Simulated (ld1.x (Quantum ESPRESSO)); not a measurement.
# A TM potential for hafnium, from input to tests

Task: generate the file, and judge it by its errors in other configurations, its logarithmic derivatives, its ghosts and its cutoff.

Program: ld1.x (Quantum ESPRESSO) 7.5. Reference atom: PBEsol, scalar-relativistic, spherical and spin-unpolarised. All values are calculated.

## (1) Settings

Typed settings, in words:

```
element                 : hafnium (Hf, Z = 72)
type                    : norm-conserving Troullier–Martins (Kleinman–Bylander form)
frozen core             : [Xe] 4f14
valence charge          : 4
reference configuration : 5d2 6s2 6p0
partial waves           : 6s (bound): rc 3.10 bohr; 6p (bound, empty): rc 3.75 bohr; 5d (bound): rc 1.60 bohr
local potential         : all-electron potential smoothed inside 1.50 bohr (lloc = -1)
core correction         : not asked for
```

The nodes and maxima of the atom's own shells, from an earlier all-electron run, set the scale for the radii.

All-electron outer shells of the reference configuration (PBEsol, scalar-relativistic, ld1.x):

```csv
shell,level (eV),outermost node (bohr),outermost maximum (bohr)
5p,-35.59,0.60,1.16
4f,-16.86,–,0.45
6s,-5.13,1.37,2.89
5d,-2.71,0.67,1.69
6p,-1.37,1.66,4.05
```

## (2) Generating the potential

Hf.in reads:

```
 &input
   title='Hf', zed=72., rel=1, dft='PBESOL', iswitch=3,
   config='[Xe] 4f14 5d2 6s2 6p0',
   nld=3, rlderiv=4.05, eminld=-2.0, emaxld=5.0, deld=0.02
 /
 &inputp
   pseudotype=2, tm=.true., lloc=-1, rcloc=1.50,
   nlcc=.false.,
   file_pseudopw='Hf.UPF', file_wfcaegen='ae.wfc', file_wfcncgen='nc.wfc', file_beta='beta', file_chi='chi'
 /
3
6S  1  0   2.00   0.00  3.10  3.10  0.0
6P  2  1   0.00   0.00  3.75  3.75  0.0
5D  3  2   2.00   0.00  1.60  1.60  0.0
 &test
   configts(1)='5d2 6s2 6p0'
 /
```

Launch:

```console
ld1.x < Hf.in > Hf.out
```

The output, Hf.out (without the banner and most projector matrices):

```text
     Program LD1 v.7.5
     --------------------------- All-electron run ----------------------------

     Hf
     scalar relativistic calculation

     atomic number is 72.00
     dft =PBESOL   lsd =0 sic =0 latt =0  beta=0.20 tr2=1.0E-14
     Exchange-correlation= PBESOL
                           (   1   4  10   8   0   0   0)
     mesh =1271 r(mesh) =  99.31870 a.u. xmin = -7.00 dx = 0.01250
     1 Ry =  13.60569312 eV, c = 137.03599908

     n l     nl                  e(Ry)          e(Ha)          e(eV)
     1 0     1S 1( 2.00)     -4796.7939     -2398.3969    -65263.7055
     2 0     2S 1( 2.00)      -820.3622      -410.1811    -11161.5962
     2 1     2P 1( 6.00)      -720.3752      -360.1876     -9801.2035
     3 0     3S 1( 2.00)      -186.9045       -93.4523     -2542.9654
     3 1     3P 1( 6.00)      -157.0399       -78.5200     -2136.6369
     4 0     4S 1( 2.00)       -37.6315       -18.8158      -512.0027
     4 1     4P 1( 6.00)       -27.8339       -13.9169      -378.6989
     3 2     3D 1(10.00)      -121.6905       -60.8453     -1655.6841
     5 0     5S 1( 2.00)        -4.9274        -2.4637       -67.0408
     5 1     5P 1( 6.00)        -2.6158        -1.3079       -35.5894
     4 2     4D 1(10.00)       -15.1783        -7.5891      -206.5111
     4 3     4F 1(14.00)        -1.2392        -0.6196       -16.8599
     5 2     5D 1( 2.00)        -0.1995        -0.0997        -2.7141
     6 0     6S 1( 2.00)        -0.3771        -0.1885        -5.1307
     6 1     6P 1( 0.00)        -0.1007        -0.0503        -1.3700

     final scf error:  6.9E-15 reached in  28 iterations

     Etot =  -30147.327533 Ry,  -15073.663767 Ha, -410175.286894 eV

     Ekin =   33034.001472 Ry,   16517.000736 Ha,  449450.486647 eV
     Encl =  -74387.071457 Ry,  -37193.535729 Ha,-1012087.666563 eV
     Eh   =   11811.775690 Ry,    5905.887845 Ha,  160707.395271 eV
     Exc  =    -606.033237 Ry,    -303.016619 Ha,   -8245.502249 eV

     normalization and overlap integrals

     s(1S/1S) =  1.000000  <r> =   0.0190  <r2> =    0.0005  r(max) =   0.0120
     s(2S/2S) =  1.000000  <r> =   0.0804  <r2> =    0.0076  r(max) =   0.0679
     s(2P/2P) =  1.000000  <r> =   0.0717  <r2> =    0.0063  r(max) =   0.0556
     s(3S/3S) =  1.000000  <r> =   0.2087  <r2> =    0.0498  r(max) =   0.1917
     s(3P/3P) =  1.000000  <r> =   0.2086  <r2> =    0.0504  r(max) =   0.1893
     s(4S/4S) =  1.000000  <r> =   0.4683  <r2> =    0.2477  r(max) =   0.4375
     s(4P/4P) =  1.000000  <r> =   0.4978  <r2> =    0.2820  r(max) =   0.4599
     s(3D/3D) =  1.000000  <r> =   0.1890  <r2> =    0.0419  r(max) =   0.1550
     s(5S/5S) =  1.000000  <r> =   1.1347  <r2> =    1.4492  r(max) =   1.0109
     s(5P/5P) =  1.000000  <r> =   1.3424  <r2> =    2.0513  r(max) =   1.1599
     s(4D/4D) =  1.000000  <r> =   0.5353  <r2> =    0.3325  r(max) =   0.4716
     s(4F/4F) =  1.000000  <r> =   0.6774  <r2> =    0.5955  r(max) =   0.4542
     s(5D/5D) =  1.000000  <r> =   2.5039  <r2> =    7.8670  r(max) =   1.6876
     s(6S/6S) =  1.000000  <r> =   3.4362  <r2> =   13.4643  r(max) =   2.8888
     s(6P/6P) =  1.000000  <r> =   5.0709  <r2> =   30.0624  r(max) =   4.0484

     ------------------------ End of All-electron run ------------------------

     --------------------- Generating NC pseudopotential ---------------------

      Generating local potential from pseudized AE potential:
      Matching radius rcloc =   1.5000

      Local pseudo, rcloc= 1.489 Estimated cut-off energy=    11.27 Ry

      Wfc   6S  rcut= 3.075  Using Troullier-Martins method

      Wfc   6P  rcut= 3.756  Using Troullier-Martins method

      Wfc   5D  rcut= 1.605  Using Troullier-Martins method

     ------------------- End of pseudopotential generation -------------------

     [... the all-electron block is printed once more ...]


     Computing logarithmic derivative in   4.07391
     Message from routine run_pseudo:
     Warning: convergence not achieved
     Computing logarithmic derivative in   4.07391
     Computing the partial wave expansion
     R is outside the sphere for l=    0 j= 0.00
     R is outside the sphere for l=    1 j= 0.00
     R is outside the sphere for l=    2 j= 0.00

     ---------------------- Testing the pseudopotential ----------------------

     Hf
     scalar relativistic calculation

     atomic number is 72.00   valence charge is  4.00
     dft =PBESOL   lsd =0 sic =0 latt =0  beta=0.20 tr2=1.0E-14
     mesh =1271 r(mesh) =  99.31870 xmin = -7.00 dx = 0.01250

     n l     nl             e AE (Ry)        e PS (Ry)    De AE-PS (Ry)
     3 2     5D   1( 2.00)       -0.19948       -0.19947       -0.00001
     1 0     6S   1( 2.00)       -0.37710       -0.37710        0.00000
     2 1     6P   1( 0.00)       -0.10069       -0.10069        0.00000

     eps = 5.3E-11  iter =201

     Etot =  -30147.327533 Ry,  -15073.663767 Ha, -410175.286894 eV
     Etotps =    -5.541635 Ry,      -2.770817 Ha,     -75.397783 eV

     Ekin =       5.029252 Ry,       2.514626 Ha,      68.426454 eV
     Encl =     -15.139274 Ry,      -7.569637 Ha,    -205.980321 eV
     Ehrt =       4.873624 Ry,       2.436812 Ha,      66.309034 eV
     Ecxc =      -1.620606 Ry,      -0.810303 Ha,     -22.049469 eV
     Epseu=       1.315370 Ry,       0.657685 Ha,      17.896518 eV

     ---------------------- End of pseudopotential test ----------------------
```

It took 3.6 s on 1 thread of Neoverse-V1, shared host. This counts the later configuration tests of the new file too.

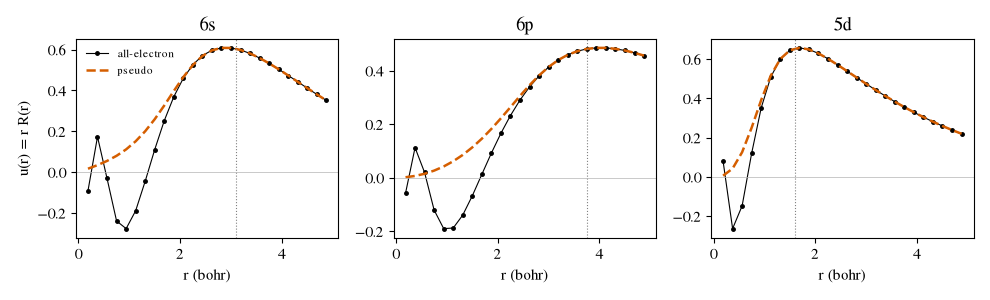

Bound waves of the atom and their pseudo partners (6s, 6p, 5d), with the matching radii dotted. The curves join 26 sampled radii, too few to resolve the innermost nodes.

## (3) Testing the new file in other configurations

Hf.test.in reads:

```
 &input
   title='Hf', zed=72., rel=1, dft='PBESOL', iswitch=2,
   config='[Xe] 4f14 5d2 6s2 6p0'
 /
 &test
   file_pseudo='Hf.UPF', nconf=8,
   configts(1)='5d2 6s2 6p0',
   configts(2)='5d2 6s1 6p0',
   configts(3)='5d2 6s0 6p0',
   configts(4)='5d1 6s0 6p0',
   configts(5)='5d2 6s0 6p2',
   configts(6)='5d1 6s2 6p0',
   configts(7)='5d2 6s0 6p1',
   configts(8)='5d2 6s1.5 6p0'
 /
```

Launch:

```console
ld1.x < Hf.test.in > Hf.test.out
```

Hf.test.out, the pseudopotential blocks, each with the warnings that came before it:

```text
     Warning: convergence not achieved
     ---------------------- Testing the pseudopotential ----------------------

     Hf
     scalar relativistic calculation

     atomic number is 72.00   valence charge is  4.00
     dft =PBESOL   lsd =0 sic =0 latt =0  beta=0.20 tr2=1.0E-14
     mesh =1271 r(mesh) =  99.31870 xmin = -7.00 dx = 0.01250

     n l     nl             e AE (Ry)        e PS (Ry)    De AE-PS (Ry)
     3 2     5D   1( 2.00)       -0.19948       -0.19947       -0.00001
     1 0     6S   1( 2.00)       -0.37710       -0.37710        0.00000
     2 1     6P   1( 0.00)       -0.10069       -0.10069        0.00000

     eps = 1.3E-12  iter =201

     Etot =  -30147.327533 Ry,  -15073.663767 Ha, -410175.286894 eV
     Etotps =    -5.541635 Ry,      -2.770817 Ha,     -75.397783 eV

     Ekin =       5.029252 Ry,       2.514626 Ha,      68.426454 eV
     Encl =     -15.139274 Ry,      -7.569637 Ha,    -205.980321 eV
     Ehrt =       4.873624 Ry,       2.436812 Ha,      66.309034 eV
     Ecxc =      -1.620606 Ry,      -0.810303 Ha,     -22.049469 eV
     Epseu=       1.315370 Ry,       0.657685 Ha,      17.896518 eV

     ---------------------- End of pseudopotential test ----------------------

     Warning: convergence not achieved
     ---------------------- Testing the pseudopotential ----------------------

     Hf
     [...]
     n l     nl             e AE (Ry)        e PS (Ry)    De AE-PS (Ry)
     3 2     5D   1( 2.00)       -0.67976       -0.68081        0.00105
     1 0     6S   1( 1.00)       -0.80898       -0.80971        0.00073
     2 1     6P   1( 0.00)       -0.46543       -0.46638        0.00095

     eps = 1.4E-10  iter =201

     Etot =  -30146.738930 Ry,  -15073.369465 Ha, -410167.278537 eV
     Etotps =    -4.952433 Ry,      -2.476216 Ha,     -67.381283 eV
     dEtot_ae =       0.588603 Ry
     dEtot_ps =       0.589202 Ry,   Delta E=      -0.000599 Ry

     [...]
     ---------------------- End of pseudopotential test ----------------------

     Warning: n=2, l=1 expected 0 nodes, found 1
     ---------------------- Testing the pseudopotential ----------------------

     Hf
     [...]
     n l     nl             e AE (Ry)        e PS (Ry)    De AE-PS (Ry)
     3 2     5D   1( 2.00)       -1.22693       -1.22611       -0.00082
     1 0     6S   1( 0.00)       -1.27842       -1.26964       -0.00879  !
     2 1     6P   1( 0.00)       -0.87096       -1.05645        0.18549  !

     eps = 8.0E-16  iter =  7

     Etot =  -30145.698005 Ry,  -15072.849003 Ha, -410153.116035 eV
     Etotps =    -3.912779 Ry,      -1.956389 Ha,     -53.236067 eV
     dEtot_ae =       1.629528 Ry
     dEtot_ps =       1.628856 Ry,   Delta E=       0.000672 Ry

     [...]
     ---------------------- End of pseudopotential test ----------------------

     Warning: n=1, l=0 expected 0 nodes, found 1
     ---------------------- Testing the pseudopotential ----------------------

     Hf
     [...]
     n l     nl             e AE (Ry)        e PS (Ry)    De AE-PS (Ry)
     3 2     5D   1( 1.00)       -1.99168       -1.96835       -0.02333  !
     1 0     6S   1( 0.00)       -1.89303       -1.89303        0.00000
     2 1     6P   1( 0.00)       -1.40130       -1.40130        0.00000

     eps = 2.9E-15  iter =  7

     Etot =  -30144.097638 Ry,  -15072.048819 Ha, -410131.341933 eV
     Etotps =    -2.320518 Ry,      -1.160259 Ha,     -31.572261 eV
     dEtot_ae =       3.229895 Ry
     dEtot_ps =       3.221116 Ry,   Delta E=       0.008779 Ry

     [...]
     ---------------------- End of pseudopotential test ----------------------

     ---------------------- Testing the pseudopotential ----------------------

     Hf
     [...]
     n l     nl             e AE (Ry)        e PS (Ry)    De AE-PS (Ry)
     3 2     5D   1( 2.00)       -0.36649       -0.36933        0.00285
     1 0     6S   1( 0.00)       -0.49856       -0.49817       -0.00039
     2 1     6P   1( 2.00)       -0.19349       -0.19286       -0.00064

     eps = 3.6E-15  iter = 19

     Etot =  -30146.745438 Ry,  -15073.372719 Ha, -410167.367092 eV
     Etotps =    -4.958975 Ry,      -2.479487 Ha,     -67.470291 eV
     dEtot_ae =       0.582095 Ry
     dEtot_ps =       0.582660 Ry,   Delta E=      -0.000565 Ry

     [...]
     ---------------------- End of pseudopotential test ----------------------

     Warning: convergence not achieved
     ---------------------- Testing the pseudopotential ----------------------

     Hf
     [...]
     n l     nl             e AE (Ry)        e PS (Ry)    De AE-PS (Ry)
     3 2     5D   1( 1.00)       -0.78861       -0.78017       -0.00844  !
     1 0     6S   1( 2.00)       -0.87422       -0.87374       -0.00048
     2 1     6P   1( 0.00)       -0.50746       -0.50746        0.00000

     eps = 7.4E-10  iter =201

     Etot =  -30146.846865 Ry,  -15073.423432 Ha, -410168.747070 eV
     Etotps =    -5.063773 Ry,      -2.531887 Ha,     -68.896144 eV
     dEtot_ae =       0.480668 Ry
     dEtot_ps =       0.477862 Ry,   Delta E=       0.002806 Ry

     [...]
     ---------------------- End of pseudopotential test ----------------------

     BEWARE! Errors in PS-KS equations
     Warning: n=3, l=2 expected 0 nodes, found 1
     ---------------------- Testing the pseudopotential ----------------------

     Hf
     [...]
     n l     nl             e AE (Ry)        e PS (Ry)    De AE-PS (Ry)
     3 2     5D   1( 2.00)       -0.76367       -1.22611        0.46245  !
     1 0     6S   1( 0.00)       -0.86977       -0.86977        0.00000
     2 1     6P   1( 1.00)       -0.52026       -0.73685        0.21658  !

     eps = 7.1E-17  iter = 28

     Etot =  -30146.392382 Ry,  -15073.196191 Ha, -410162.563516 eV
     Etotps =    -4.649628 Ry,      -2.324814 Ha,     -63.261413 eV
     dEtot_ae =       0.935151 Ry
     dEtot_ps =       0.892007 Ry,   Delta E=       0.043144 Ry

     [...]
     ---------------------- End of pseudopotential test ----------------------

     Warning: convergence not achieved
     ---------------------- Testing the pseudopotential ----------------------

     Hf
     [...]
     n l     nl             e AE (Ry)        e PS (Ry)    De AE-PS (Ry)
     3 2     5D   1( 2.00)       -0.42968       -0.43009        0.00041
     1 0     6S   1( 1.50)       -0.58672       -0.58710        0.00038
     2 1     6P   1( 0.00)       -0.27586       -0.27625        0.00040

     eps = 2.6E-11  iter =201

     Etot =  -30147.087280 Ry,  -15073.543640 Ha, -410172.018079 eV
     Etotps =    -5.301215 Ry,      -2.650607 Ha,     -72.126698 eV
     dEtot_ae =       0.240253 Ry
     dEtot_ps =       0.240420 Ry,   Delta E=      -0.000167 Ry

     [...]
     ---------------------- End of pseudopotential test ----------------------
```

1 test gave no usable energy difference (5d2 6s0 6p1).

The tests as a table, with energies relative to 5d2 6s2 6p0. A star marks tests that logged a warning.

| valence configuration | charge | ΔE all-electron (eV) | error AE − PS (meV) |
| --- | --- | --- | --- |
| 5d2 6s1 6p0 * | +1 | 8.008 | -8.1 |
| 5d2 6s0 6p0 * | +2 | 22.171 | +9.1 |
| 5d1 6s0 6p0 * | +3 | 43.945 | +119 |
| 5d2 6s0 6p2 | 0 | 7.920 | -7.7 |
| 5d1 6s2 6p0 * | +1 | 6.540 | +38 |
| 5d2 6s1.5 6p0 * | +0.5 | 3.269 | -2.3 |

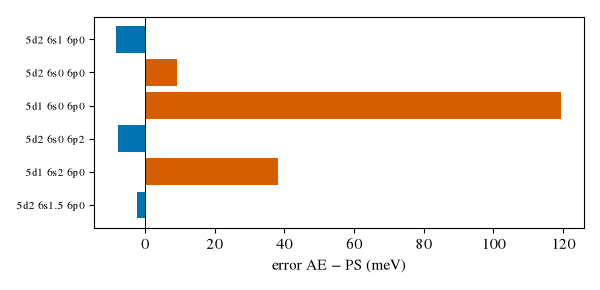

Error of the potential in each test configuration.

## (4) Does it scatter like the atom?

Taken from the files of the generation run. The phase is arctan(r·u′/u) with u = r·R, unwrapped, with energies in Ry. A pole is an energy at which the radial function vanishes at the test radius. The pseudo phase is shifted by a multiple of π to meet the all-electron one at the reference energy. Levels narrower than the energy grid can be missing from the poles. The last column is the largest difference on the grid between −1 and +1 Ry.

| channel | radius (bohr) | reference (Ry) | poles AE | poles PS | window around the reference with phases within 0.05 rad (Ry) | largest difference near zero (rad) |
| --- | --- | --- | --- | --- | --- | --- |
| s | 4.07 | -0.38 | 0.07, 3.36 | 0.07, 1.83, 4.39 | below 0.7 | 0.105 |
| p | 4.07 | -0.10 | 0.80, 4.37 | 0.75, 3.05 | below 1.2 | 0.020 |
| d | 4.07 | -0.20 | -0.07, 2.21 | -0.07, 2.20 | below 3.6 | 0.010 |

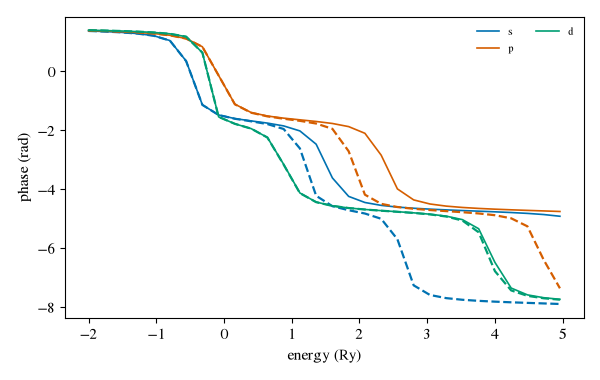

Phases by channel: all-electron solid, pseudo dashed.

## (5) Plane-wave convergence, by spherical Bessel functions

A separate test, outside the generator: the pseudo-atom's Hamiltonian at the reference potential is diagonalised in spherical Bessel functions j_l(qr) that vanish at 20 bohr, with q² up to the cutoff.

All-electron valence levels (Ry): 6s -0.3771, 6p -0.1007, 5d -0.1995. The lowest levels of each channel (Ry) by cutoff; the last column sums, over occupied levels, occupation times the distance from the level at 400 Ry. A positive value at high cutoff is not a bound level.

```tsv
cutoff (Ry)	s #1	s #2	p #1	p #2	d #1	f #1	Σ f·Δε (mRy)
8	-5.1739	-0.3746	-0.2246	-0.0999	-0.0706	0.1039	262.9
12	-7.3962	-0.3767	-1.6428	-0.1007	-0.1437	0.1039	112.3
18	-8.7775	-0.3770	-2.8459	-0.1007	-0.1897	0.1039	19.6
21	-9.0572	-0.3770	-3.1540	-0.1007	-0.1957	0.1039	7.6
30	-9.4248	-0.3771	-3.6668	-0.1007	-0.1993	0.1039	0.4
40	-9.5643	-0.3771	-3.8081	-0.1007	-0.1993	0.1039	0.2
400	-9.5955	-0.3771	-3.8601	-0.1007	-0.1995	0.1039	0.0
```

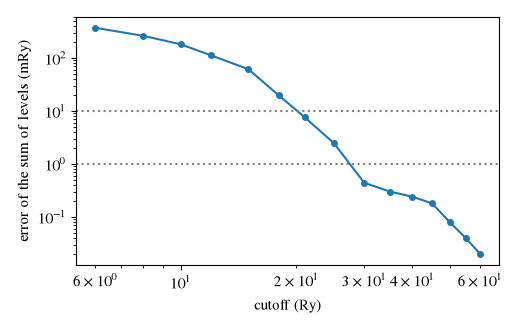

Occupation-weighted error of the valence levels against the cutoff; the dotted lines mark 10 and 1 mRy.

The sum stays within 10 mRy from 21 Ry and within 1 mRy from 30 Ry. The sum leaves out empty levels, which can need more. Ghost test: ghost states, bound below the all-electron valence or empty levels of the same l: s at -130.6 eV, p at -52.5 eV.

## (6) Outcome

| quantity | value |
| --- | --- |
| cutoffs for 10 and 1 mRy, occupied levels | 21 Ry and 30 Ry |
| bound ghosts | s at -130.55 eV, p at -52.52 eV |
| largest test error (AE − PS) | +119 meV, for 5d1 6s0 6p0 (one of 7 tests with a warning) (1 test unsolved) |
| largest phase difference near zero energy, channels read | 0.105 rad |

It has a bound ghost (s, p), a state that the atom doesn't have, and that rules the file out. The worst unpolarised test, 5d1 6s0 6p0, is off by 119 meV on 43.9 eV; by total energies transferability rates as fair for so large an energy. Of the tests 1 gave no usable energy difference, which is a warning in itself. It counts as soft on the atom at that tolerance, with 21 Ry needed at the looser tolerance. The slowest occupied level is 5d: taken alone it needs 30 Ry to come within 1 mRy, against 12 Ry for 6s. Near zero energy the largest phase difference among the channels read is 0.10 rad, in the s channel. The pseudo curves have a pole with no partner nearby in the atom's: s at 1.83 Ry. At positive energy that is a spurious or a displaced resonance. All of this concerns the isolated atom, not yet a solid.
